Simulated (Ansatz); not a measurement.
# H$_{2}$InO (doublet): what the fields show

Input

```
crystal:
  periodic: [false, false, false]
  atoms:
    - { symbol: O, position_ang: [-1.7553, -0.3972, -0.1866] }
    - { symbol: In, position_ang: [0.1689, 0.0105, 0.1171] }
    - { symbol: H, position_ang: [1.04, -1.0974, 0.7144] }
    - { symbol: H, position_ang: [0.6019, 1.4238, -0.6652] }
magnetization:
  spin_polarized: true
  initial_magnetization: 1
basis:
  gaussian: { orbitals: def2-SVP }
hamiltonian:
  xc: pbe0
relax:
  f_tol: 0.02
  max_steps: 50
output:
  orbitals: {}
```

Command:

```sh
ansatz run input.yaml --threads 1 --pin off --max-ram 2048MiB --backend cpu --events-out ev --progress --plain --runs-dir out
```

The fields are those of the run's last geometry, not of the input's.

Core potentials replace the inner electrons of In.

Method: UKS PBE0/def2-SVP in Ansatz.

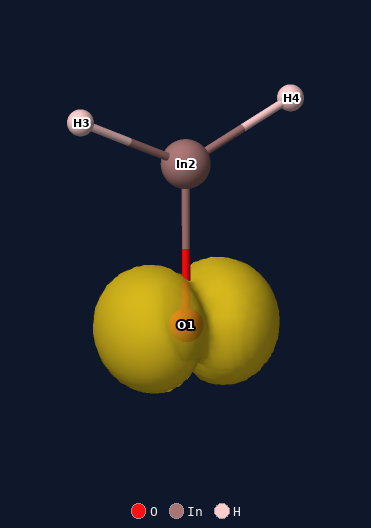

Figure 1. Isosurface of the spin density (α minus β) at +0.04 e/Å³ (yellow), seen at a tilt.

Where is the unpaired spin?

The unpaired spin (1 electron) lies mostly on O1 (about 1.0), in electrons by Hirshfeld's partition.

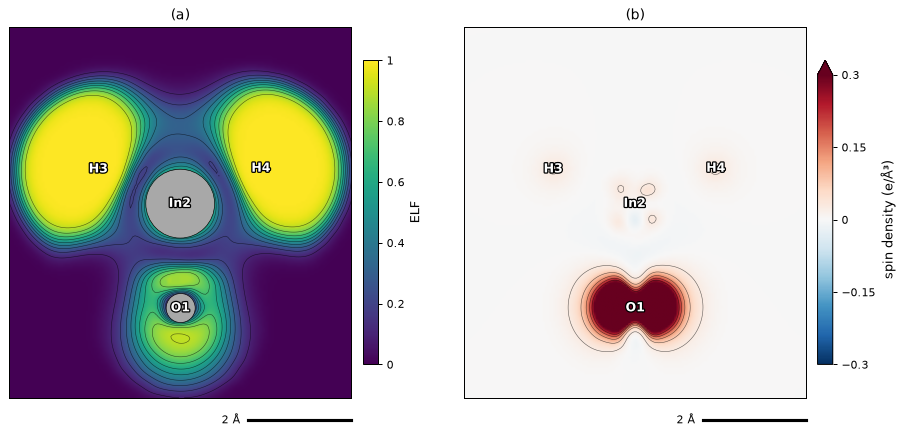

Figure 2. (a) ELF; (b) spin density on the molecular plane. Grey discs cover the atomic cores in the ELF map.

Interpret the plot.

- Atoms in the plane: O, In and H.
- In–O (2.02 Å): the ELF peaks at about 0.85 in the valence shell of O, 0.6 Å from its nucleus, and drops to about 0.15 between the two atoms.
- In–H (1.72 Å): the ELF climbs to about 1 towards the hydrogen.
- The ELF also peaks beside O1, away from the bonds: non-bonding electrons, paired or unpaired.

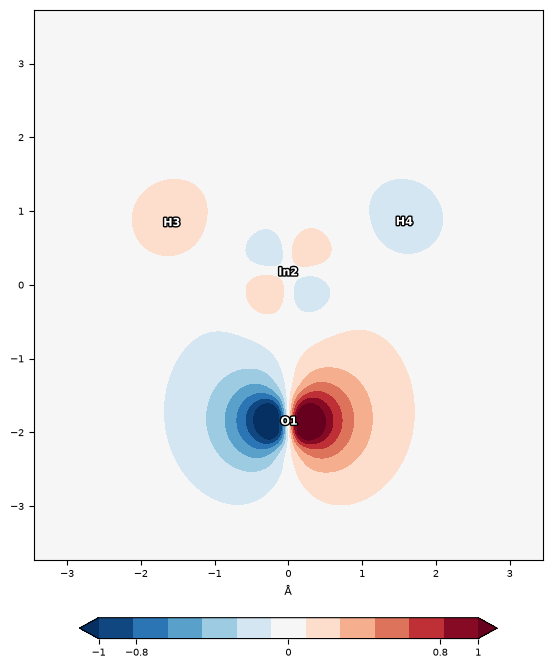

Figure 3. The LUMO (β) on the molecular plane (values in Å⁻³ᐟ²; the overall sign is arbitrary).

Where does this orbital lie, and at what energy?

Its weight (Hirshfeld) is mainly on O1 (about 85 %) and In2 (about 10 %); it is symmetric in the molecular plane (an in-plane orbital: σ, lone-pair or in-plane π type). Its energy is −2.97 eV.
